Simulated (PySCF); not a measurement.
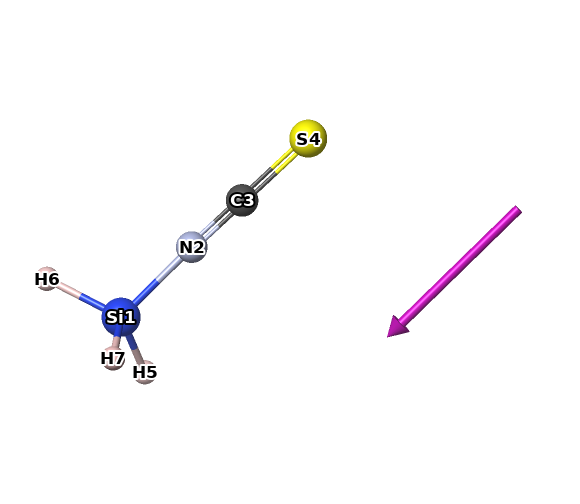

The arrow beside the molecule shows the direction of the dipole moment, from the negative to the positive end (its length means nothing). The geometry was computed by an optimisation with PBE0-D3(BJ)/def2-SVP. No frequency run is at hand to confirm it as a minimum. Level of theory: B3LYP/pcSseg-1, gas phase (PySCF 2.14.0).

**How large is the dipole moment?**

2.36 D; it points from the side of S4 to the side of H5, H6, H7 (the outermost atoms at the two ends).
